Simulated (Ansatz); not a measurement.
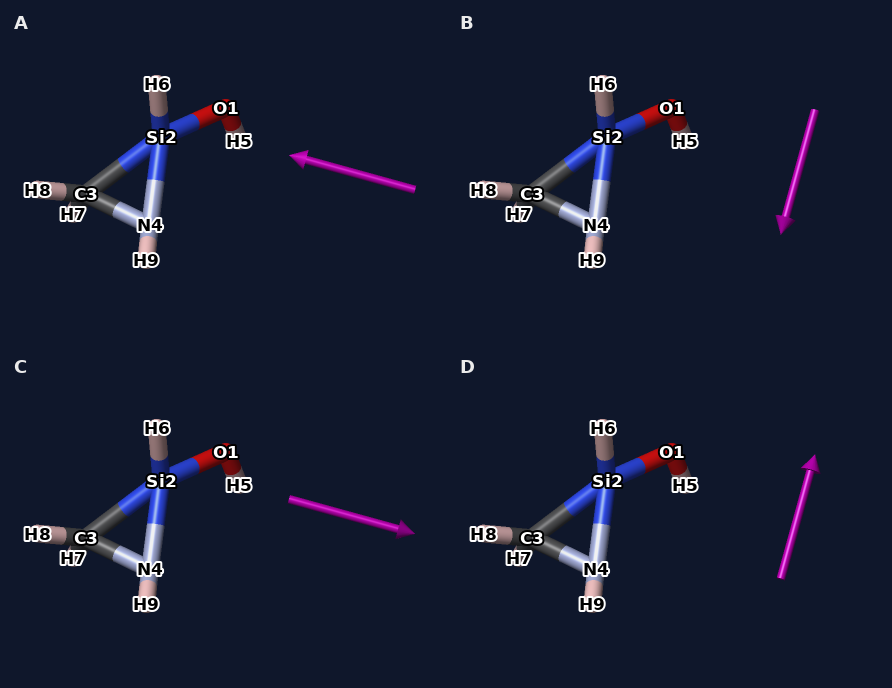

The same molecule four times, each with an arrow. Computed geometry: PBE-D4/def2-SVP optimisation. No frequency run is at hand to confirm it as a minimum. Method: RKS PBE-D4/def2-SVP (Ansatz 0.2.0).

Which arrow points along the dipole moment, from the negative to the positive end?

B. The dipole moment is 0.92 D; it points from the side of O1 to the side of H9 (the outermost atoms at the two ends).
